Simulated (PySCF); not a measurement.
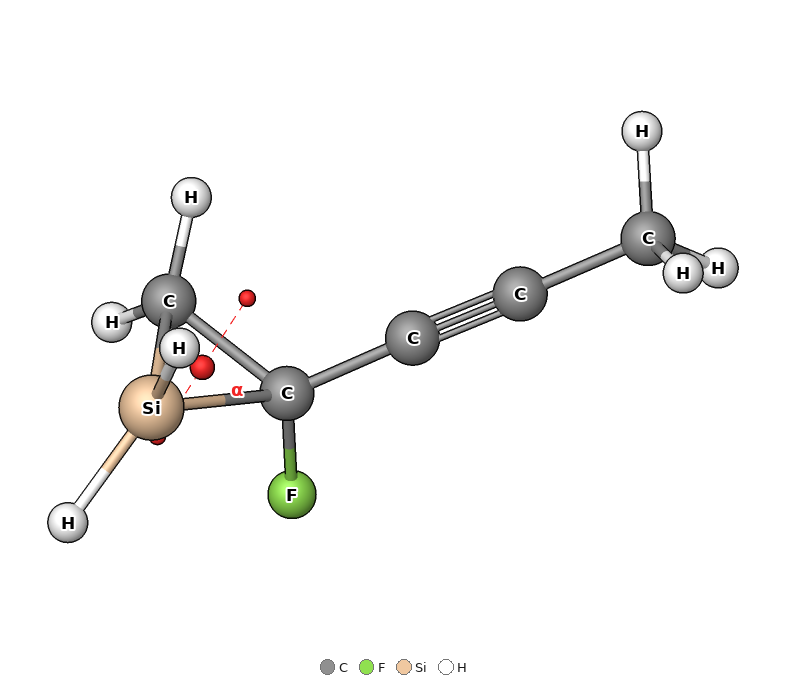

The small points mark where nucleus-independent chemical shifts (NICS) were computed: at the centre of each lettered ring and 1 Å above and below it. The computed structure is the end point of a GFN2-xTB optimisation. No frequency run is at hand to confirm it as a minimum. Level of theory: GIAO PBE0/pcSseg-1 NMR shielding, non-relativistic, gas phase (PySCF 2.14.0).

Give NICS(0), NICS(1) and the out-of-plane component NICS(1)zz for each ring (means of the two sides).

```csv
ring,members,NICS(0),NICS(1),NICS(1)zz
α,C2Si,−23.4,−7.5,−14.6
```

Values in ppm.

The geometry is semi-empirical. Around Si such bond lengths and angles can be off by a tenth of an ångström or more and by several degrees, and values that hang on the shape move with them.
